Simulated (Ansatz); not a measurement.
**Fields on a plane of HfO2 (tetragonal-ZrO2 type, space group P4_2/nmc)**

```
CELL_PARAMETERS angstrom
      3.57698     0.00000     0.00000
      0.00000     3.57698     0.00000
      0.00000     0.00000     5.20360
ATOMIC_POSITIONS crystal
  Hf 0.00000 0.00000 0.00000
  Hf 0.50000 0.50000 0.50000
  O  0.00000 0.50000 0.19607
  O  0.00000 0.50000 0.69607
  O  0.50000 0.00000 0.30393
  O  0.50000 0.00000 0.80393
```

The slice is a (0 -1 1) plane (indices of the conventional cell) through the point (0.500, 0.000, 0.304) (fractional), spanned by u = [100] and v = [011] in vectors of this cell: u (3.58 Å) and v (6.31 Å, at 90° to u). It covers one period; positions are fractions (u, v).

Atoms on it: O at (0.00, 0.00). Other atoms lie within 1 Å of the plane.

Computed with r2SCAN (plane waves to 500 eV, PAW, scalar-relativistic; Ansatz, an electronic-structure program). k mesh 9×9×7. Inside the PAW spheres the values are not all-electron values, and peaks at nuclei hang on which shells count as valence. HfO2 is run without spin polarisation. HfO2 was relaxed with its symmetry unable to fall. Spin-orbit coupling is left out, though Hf is heavy. The PAW data are Ansatz's earlier set. This is a high-temperature form of HfO2.

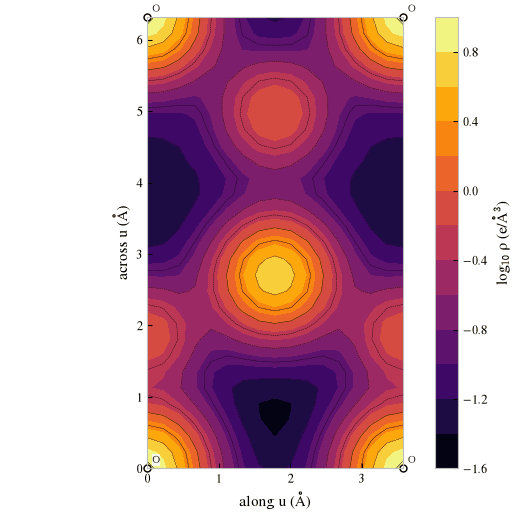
*Log₁₀ of the valence density in e/Å³, one period of the plane, atoms marked. The scale is logarithmic, as a density can span decades between atoms and voids.*

```
|xxxx99998833000000000033889999xx|
|99999999551100000000001155999999|
|99999966220000000000000022669999|
|88776622000011112211110000226677|
|33331100000011223322110000001133|
|00000000000011223322110000000000|
|00000000000011222222110000000000|
|00000000000000111111000000000000|
|00000000000000000000000000000000|
|00000000000000000000000000000000|
|00000000000000111111000000000000|
|00000000112244556655442211000000|
|00000000336688999999886633000000|
|00000011558899999999998855110000|
|0000002266999999xx99999966220000|
|00000011669999xxxxxx999966110000|
|1100001155999999xx99999955110000|
|22221100338899999999998833001122|
|44442200115588999999885511002244|
|55442200002266778877662200002244|
|44331100000022445544220000001133|
|11110000000000111111000000000011|
|11111100000000000000000000001111|
|66555533220000000000000022335555|
|99999977552200000000002255779999|
|99999999773300000000003377999999|
|xxxx99998855110000001155889999xx|
|xxxx99998855110000001155889999xx|
```
Scale: ten equal steps from 0.02 (start of '0') to 0.83 (end of '9'), in the order '0123456789'. Values: electron localisation function (ELF). The map has 16 points along u (two characters each, u = 0 at the left) and 28 along v (v = 0 in the bottom row). Points within 0.4 Å of a nucleus are blanked (x), as the pseudised field means little there.
